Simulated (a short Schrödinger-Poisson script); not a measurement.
System: gated Al0.33Ga0.67As/GaAs modulation-doped gas in a quantum well, at 300 K.

```
layer        material  thickness (nm)  Nd (cm⁻³)  Na (cm⁻³)
-----  --------------  --------------  ---------  ---------
1      Al0.33Ga0.67As              20          -          -
2      Al0.33Ga0.67As              20     7.7e17          -
3      Al0.33Ga0.67As              10          -          -
4                GaAs              10          -          -
5      Al0.33Ga0.67As            4000          -       6e15
```

The device is made up for the run: typed textbook-type constants, with dimensions and the other settings drawn at random. Al0.33Ga0.67As: permittivity 11.96, conduction-band edge (eV) 0.261, gap (eV) 1.836, electron mass (mₑ) 0.0944, Nv at 300 K (cm⁻³) 9e18. GaAs: permittivity 12.9, conduction-band edge (eV) 0, gap (eV) 1.424, Nv at 300 K (cm⁻³) 9e18.

Channel valleys (confinement mass, in-plane density-of-states mass, number): Γ 0.067, 0.067, 1. At the gate the conduction-band edge of layer 1 lies 1.01 eV − eVg above the Fermi level of the channel; the field vanishes at the back. Donor level 0.006 eV below the band edge. The barrier under the gate holds no holes. Gaps are held at their typed values at every temperature. Mesh 0.08 nm at interfaces.

From a short Schrödinger-Poisson script (our own, NumPy): 1D Poisson equation in equilibrium, electrons quantum, Hartree plus LDA exchange-correlation (BenDaniel-Duke, 40 states a valley, the channel's in-plane mass for all, wave functions free to enter the barrier), parabolic valleys, classical holes, donors ionised by Fermi statistics, acceptors fully, no traps, pinning or gate leakage.

Only gate voltages with over 1e8 electrons/cm² are shown.

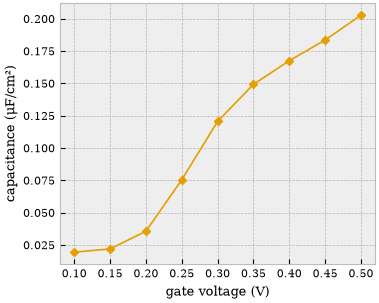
Figure: Quasi-static capacitance against gate voltage

```csv
Vg (V),electrons (cm⁻²),in the channel layer,C (μF/cm²),Γ E0 (meV),Γ E1 (meV)
0.5,2.27e11,2.13e11,0.203,27.5,120.1
0.45,1.78e11,1.69e11,0.184,34.3,127.0
0.4,1.29e11,1.23e11,0.168,43.4,136.0
0.35,8.26e10,7.93e10,0.149,55.6,148.1
0.3,4.29e10,4.13e10,0.121,73.1,165.5
0.25,1.55e10,1.49e10,0.0755,99.9,192.1
0.2,3.59e9,3.46e9,0.0357,137.9,229.9
0.15,6.54e8,6.30e8,0.0220,182.0,273.8
0.1,1.13e8,1.09e8,0.0195,227.4,319.1
```

Subbands count from the Fermi level.
